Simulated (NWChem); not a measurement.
# NCO (nco radical): levels of theory compared

We compute a comparison of 6 runs (UHF/3-21G, UHF/aug-cc-pVDZ, UHF/cc-pVTZ, UB3LYP/6-31G*, UPBE0/def2-SVP, UBLYP/cc-pVTZ) of NCO (nco radical). 

Program for the calculation: NWChem 7.3.0.

### Step 1. The molecule

NCO: 3 atoms, total charge 0, spin state doublet. As SMILES, `[N]=C=O`. The coordinates come from a PBE0-D4/def2-TZVP relaxation.

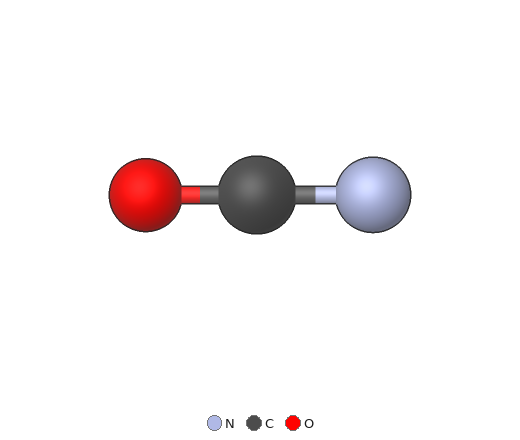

Viewed from a chosen angle; nitrogen light blue, carbon dark grey, oxygen red.

### Step 2. Energy and gradient at UHF/3-21G (run 1)

cno.nw

```
START cno
memory 2200 mb
GEOMETRY units angstroms noautosym nocenter noautoz
N      0.968200     0.423100     0.579200
C     -0.013800    -0.006000    -0.008300
O     -0.954400    -0.417100    -0.571000
END
BASIS spherical bse
N library 3-21G
C library 3-21G
O library 3-21G
END
SCF
nopen 1
uhf
thresh 1e-08
maxiter 80
END
TASK scf gradient
```

Launch:

```bash
$ nwchem cno.nw > cno.out
```

Standard output:

```text
[...]
  functions       =    27
[...]
  wavefunction    = UHF
[...]
         Total SCF energy =   -166.181091790038
      One electron energy =   -329.295870764832
      Two electron energy =    110.845894732681
 Nuclear repulsion energy =     52.268884242113
                       Sz =      0.5000
                 Sz(Sz+1) =      0.7500
                      S^2 =      0.8916
[...]
                         UHF ENERGY GRADIENTS
    atom               coordinates                        gradient
                 x          y          z           x          y          z
   1 N       1.829633   0.799543   1.094529    0.021263   0.009287   0.012723
   2 C      -0.026078  -0.011338  -0.015685   -0.056943  -0.024877  -0.034069
   3 O      -1.803554  -0.788205  -1.079034    0.035680   0.015590   0.021346
[...]
```

Wall time 1 s (1 thread of AMD EPYC 9R14 (Zen 4), shared host); peak memory 0.099 GiB.

### Step 3. Energy and forces at UHF/aug-cc-pVDZ (run 2)

run.py

```python
from ase import Atoms
from ase.calculators.nwchem import NWChem

atoms = Atoms(['N', 'C', 'O'], positions=[
    [0.968200, 0.423100, 0.579200],
    [-0.013800, -0.006000, -0.008300],
    [-0.954400, -0.417100, -0.571000],
])

calc = NWChem(
    label='geom',
    theory='scf',
    memory='2200 mb',
    basis='aug-cc-pVDZ',
    basispar='spherical bse',
    scf={'nopen': '1', 'uhf': None, 'thresh': '1e-08', 'maxiter': '80'},
)
atoms.calc = calc

forces = atoms.get_forces()
print(f"energy = {atoms.get_potential_energy():.6f} eV")
print("forces (eV/A):")
for s, f in zip(atoms.symbols, forces):
    print(f"{s:2s} {f[0]:10.5f} {f[1]:10.5f} {f[2]:10.5f}")
```

Launch:

```bash
$ export ASE_NWCHEM_COMMAND="nwchem PREFIX.nwi > PREFIX.nwo"
$ python run.py
```

Standard output:

```text
energy = -4548.504213 eV
forces (eV/A):
N    -0.57423   -0.25063   -0.34365
C    -0.62406   -0.27336   -0.37307
O     1.19829    0.52399    0.71672
```

The calculator wrote geom.nwi:

```
title "geom"

permanent_dir geom

scratch_dir geom

start geom

geometry units angstrom nocenter noautosym noautoz
  N  9.6819999999999995e-01 4.2309999999999998e-01 5.7920000000000005e-01
  C  -1.3800000000000000e-02 -6.0000000000000001e-03 -8.3000000000000001e-03
  O  -9.5440000000000003e-01 -4.1710000000000003e-01 -5.7099999999999995e-01
end

memory 2200 mb

basis spherical bse noprint
   * library aug-cc-pVDZ
end

scf
  nopen 1
  uhf
  thresh 1e-08
  maxiter 80
end

task scf gradient
```

geom.nwo:

```text
Northwest Computational Chemistry Package (NWChem) 7.3.0
             --------------------------------------------------------

           Job information
           ---------------

    nwchem branch   = 7.3.0
    use scalapack   = T
    input           = geom.nwi
    prefix          = geom.
    data base       = geom/geom.db
    status          = startup
    nproc           =        1

           Memory information
           ------------------

    heap     =     72089594 doubles =      550.0 Mbytes
    stack    =     72089599 doubles =      550.0 Mbytes
    global   =    144179200 doubles =     1100.0 Mbytes (distinct from heap & stack)
    total    =    288358393 doubles =     2200.0 Mbytes
    verify   = yes
    hardfail = no

[... 35 lines left out ...]
            Nuclear Dipole moment (a.u.)
[... 70 lines left out ...]
 1-e energy   =    -330.304616
[... 7 lines left out ...]
         Quadratically convergent UHF
[... 15 lines left out ...]
       Final UHF  results
[... 3 lines left out ...]
      One electron energy =   -330.685852273676
[... 1 line left out ...]
 Nuclear repulsion energy =     52.268884242112
[... 33 lines left out ...]
          Final beta eigenvalues
[... 241 lines left out ...]
                     UHF Final Beta Molecular Orbital Analysis
[... 278 lines left out ...]
                                       geom

  wavefunction    =   UHF

                         UHF ENERGY GRADIENTS

    atom               coordinates                        gradient
                 x          y          z           x          y          z
   1 N       1.829633   0.799543   1.094529    0.011167   0.004874   0.006683
   2 C      -0.026078  -0.011338  -0.015685    0.012136   0.005316   0.007255
   3 O      -1.803554  -0.788205  -1.079034   -0.023303  -0.010190  -0.013938

                 ----------------------------------------
                 |  Time  |  1-e(secs)   |  2-e(secs)   |
                 ----------------------------------------
                 |  CPU   |       0.00   |       4.40   |
                 ----------------------------------------
                 |  WALL  |       0.00   |       4.40   |
                 ----------------------------------------

 Task  times  cpu:       16.8s     wall:       16.8s
 Total times  cpu:       16.9s     wall:       16.9s
```

It took 18 s on 1 thread of AMD EPYC 9R14 (Zen 4), shared host; peak memory 0.1 GiB.

### Step 4. Energy and gradient at UHF/cc-pVTZ (run 3)

cno.nw

```
echo
start cno
title "CNO"
memory total 2200 mb

geometry units angstroms noautosym nocenter noautoz
   N      0.968200     0.423100     0.579200
   C     -0.013800    -0.006000    -0.008300
   O     -0.954400    -0.417100    -0.571000
end

basis spherical bse
   N library cc-pVTZ
   C library cc-pVTZ
   O library cc-pVTZ
end

scf
   doublet
   uhf
   thresh 1e-08
   maxiter 80
end

task scf gradient
```

Launch:

```bash
$ nwchem cno.nw > cno.out
```

Standard output:

```text
[...]
  functions       =    90
[...]
  wavefunction    = UHF
[...]
         Total SCF energy =   -167.190949552629
      One electron energy =   -330.892946199731
      Two electron energy =    111.433112404989
 Nuclear repulsion energy =     52.268884242113
                       Sz =      0.5000
                 Sz(Sz+1) =      0.7500
                      S^2 =      0.8382
[...]
                         UHF ENERGY GRADIENTS
    atom               coordinates                        gradient
                 x          y          z           x          y          z
   1 N       1.829633   0.799543   1.094529    0.022672   0.009903   0.013566
   2 C      -0.026078  -0.011338  -0.015685    0.011137   0.004879   0.006658
   3 O      -1.803554  -0.788205  -1.079034   -0.033810  -0.014781  -0.020224
[...]
```

Wall time 35 s (1 thread of AMD EPYC 9R14 (Zen 4), shared host); peak memory 0.11 GiB.

Runs 4 to 5 aren't shown in full; the table further down has their settings and results.

### Step 5. Energy and gradient at UBLYP/cc-pVTZ (run 6)

cno.nw

```
start cno
memory total 2200 mb

geometry noautosym nocenter noautoz
N      0.968200     0.423100     0.579200
C     -0.013800    -0.006000    -0.008300
O     -0.954400    -0.417100    -0.571000
end

basis spherical bse
* library cc-pVTZ
end

dft
xc becke88 lyp
mult 2
grid fine
convergence energy 1e-08
maxiter 100
mulliken
end

task dft gradient
```

Launch:

```bash
$ nwchem cno.nw > cno.out
```

Standard output:

```text
[...]
          Wavefunction type:  spin polarized.
          No. of atoms     :     3
          No. of electrons :    21
[...]
          Charge           :     0
          Spin multiplicity:     2
[...]
          AO basis - number of functions:    90
[...]
              XC Information
              --------------
                    Becke 1988 Exchange Functional  1.000
              Lee-Yang-Parr Correlation Functional  1.000
[...]
 d= 0,ls=0.0,diis     1   -167.9563848272 -2.20D+02  4.21D-03  2.56D-01     1.2
[...]
 d= 0,ls=0.5,diis    24   -168.0497833926 -6.13D-09  4.70D-08  7.40D-09    22.7
[...]
         Total DFT energy =     -168.049783396030
      One electron energy =     -331.401615528893
           Coulomb energy =      131.878287626067
    Exchange-Corr. energy =      -20.795339735316
 Nuclear repulsion energy =       52.268884242113
[...]
      Total Density - Mulliken Population Analysis
     ---------------------------------------------
    Atom       Charge   Shell Charges
 -----------   ------   -------------------------------------------------------
    1 N    7     7.10   1.95  0.26  0.97  0.46  0.96  1.55  0.91  0.01  0.03  0.00
    2 C    6     5.81   1.96  0.22  0.74  0.15  0.90  1.21  0.43  0.05  0.13  0.02
    3 O    8     8.09   1.94  0.27  1.00  0.51  1.30  1.99  1.04  0.00  0.03  0.00
[...]
      <S2> =      0.7553 (Exact =     0.7500)
[...]
  wavefunction    = open shell
                         DFT ENERGY GRADIENTS
    atom               coordinates                        gradient
                 x          y          z           x          y          z
   1 N       1.829633   0.799543   1.094529   -0.014558  -0.006365  -0.008708
   2 C      -0.026078  -0.011338  -0.015685   -0.015750  -0.006878  -0.009425
   3 O      -1.803554  -0.788205  -1.079034    0.030308   0.013243   0.018133
[...]
```

It took 32 s on 1 thread of AMD EPYC 9R14 (Zen 4), shared host; peak memory 0.12 GiB.

### Step 6. Overview of the runs

| run | level | iteration cap | module | energy (Eh) | dipole moment (D) | HOMO energy (eV) | LUMO energy (eV) | wall time |
| --- | --- | --- | --- | --- | --- | --- | --- | --- |
| 1 | UHF/3-21G | 80 | scf | -166.181092 | 0.96 | -11.71 | 0.19 | 1 s |
| 2 | UHF/aug-cc-pVDZ | 80 | scf | -167.154448 | 0.76 | -12.30 | -0.62 | 18 s |
| 3 | UHF/cc-pVTZ | 80 | scf | -167.190950 | 0.78 | -12.30 | -0.37 | 35 s |
| 4 | UB3LYP/6-31G* (spherical functions) | 100 | dft | -167.996789 | 0.76 | -8.53 | -5.94 | 7.8 s |
| 5 | UPBE0/def2-SVP | 100 | dft | -167.687510 | 0.76 | -8.94 | -5.73 | 7.2 s |
| 6 | UBLYP/cc-pVTZ | 100 | dft | -168.049783 | 0.81 | -7.45 | -7.04 | 32 s |

### Step 7. Summary of results

| quantity | value |
| --- | --- |
| run 6: total energy | -168.04978 Eh |
| run 6: dipole moment | 0.81 D |
| run 6: HOMO energy (highest over α and β) | -7.45 eV |
| run 6: LUMO energy (lowest over α and β) | -7.04 eV |
| run 6: ⟨S²⟩ | 0.755 |
| run 6: largest force on an atom | 1.940 eV/Å |

What this shows: The dipole moment (its size) runs from 0.76 D (UB3LYP/6-31G*) to 0.96 D (UHF/3-21G). The two ends differ in method and basis. Totals of different functionals can't be ranked against each other. Spin contamination of the reference: run 1 ⟨S²⟩ = 0.89. All runs together took 1.7 min, the longest 35 s.
